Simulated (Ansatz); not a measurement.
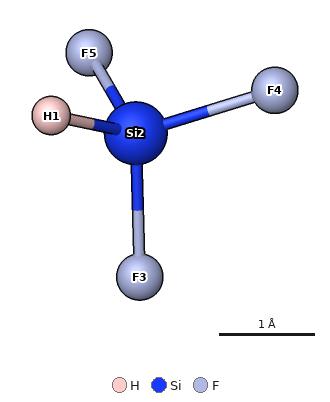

**Figure 1.** The input geometry (ball-and-stick view, seen at a tilt; atoms are numbered from 1 in the order of the input). Bond lengths as drawn: F–Si 1.57 Å and H–Si 1.46 Å.

**Single-point calculation of SiHF3**

The run: single-point calculation of SiHF3. Method and program: RKS wB97M-V/def2-TZVPP (Ansatz 0.2.0).

The geometry comes from this level: PBE0-D4/def2-TZVP.

**The input**
```yaml
crystal:
  periodic: [false, false, false]
  atoms:
    - {symbol: H, position_ang: [1.887737, -0.846334, 2.057567]}
    - {symbol: Si, position_ang: [1.660281, 0.530289, 1.623012]}
    - {symbol: F, position_ang: [2.740150, 1.492865, 2.240594]}
    - {symbol: F, position_ang: [0.239069, 1.028073, 2.077370]}
    - {symbol: F, position_ang: [1.742500, 0.638401, 0.055967]}
basis:
  gaussian: {orbitals: def2-TZVPP}
hamiltonian: {xc: {name: wB97M-V}}
```

Command:
```bash
ansatz run in.yaml --threads 4 --pin off --events-out ev --progress --plain --max-ram 66560MiB --backend cpu
```

**Log**
```
Functional definition: wB97M-V
  name "wB97M-V"
  cite "Mardirossian & Head-Gordon, J. Chem. Phys. 144, 214110 (2016) doi:10.1063/1.4952647"
  cite "Becke, J. Chem. Phys. 107, 8554 (1997) doi:10.1063/1.475007"
  cite "Vydrov & Van Voorhis, J. Chem. Phys. 133, 244103 (2010) doi:10.1063/1.3521275"
  # Of w^i u^j: cxij and so on, Table III.
  parameter omega = 0.3/bohr
  parameter cx = 0.15
  parameter cx01 = 1.007
  parameter cx10 = 0.259
  parameter css00 = 0.443
  parameter css04 = -1.437
  parameter css10 = -4.535
  parameter css20 = -3.390
  parameter css43 = 4.278
  parameter cos00 = 1.000
  parameter cos10 = 1.358
  parameter cos20 = 2.924
  parameter cos21 = -8.812
  parameter cos60 = -1.390
  parameter cos61 = 9.142
  parameter b = 6.0
  parameter c = 0.01
  gx(w, u) = 1 - cx + cx01*u + cx10*w
  gss(w, u) = css00 + css04*u^4 + css10*w + css20*w^2 + css43*w^4*u^3
  gos(w, u) = cos00 + cos10*w + (cos20 + cos21*u)*w^2 + (cos60 + cos61*u)*w^6
  exchange = spin_sum(e_x_unif_sr(omega)*gx(b97_w, b97_u_x)) + cx*exact_x_sr(omega) + exact_x_lr(omega)
  correlation = spin_sum(e_c_pw_mod_same_spin*gss(b97_w, b97_u_same))
      + integral(e_c_pw_mod_opposite_spin*gos(b97_w_opposite, b97_u_opposite)) + vv10(b, c)
818 factors; their error is unknown
154 factors; integrals over basis functions are off by at most 8.8e-6 eV
mean field evaluation 1: about -16048.4098 eV, gradient 4.9e1 eV
mean field evaluation 2: about -16048.0491 eV, gradient 5.5e1 eV
mean field evaluation 4: about -16051.7141 eV, gradient 2.8e-1 eV
mean field evaluation 8: about -16051.7411 eV, gradient 3.2e-3 eV
mean field -16051.74113644 eV, -589.8906065032 hartree, gradient 9.4e-6 eV, S^2 0.000000; 0 other end points of the search recorded, 0 dependent functions left out
reference -16051.74117047 eV, -589.8906077539 hartree; 21, 21 occupied and 128, 128 virtual orbitals, 818 factors
Total energy: -16051.74117047 eV, -589.8906077539 hartree
```

**Results in brief**

```tsv
quantity	value
outcome	converged
total energy	−16051.7412 eV
SCF solution under orbital rotations	stable
hardware	4 CPU threads, shared host
wall time	2.1 s (CPU time 7.2 s)
peak memory	0.82 GiB
```
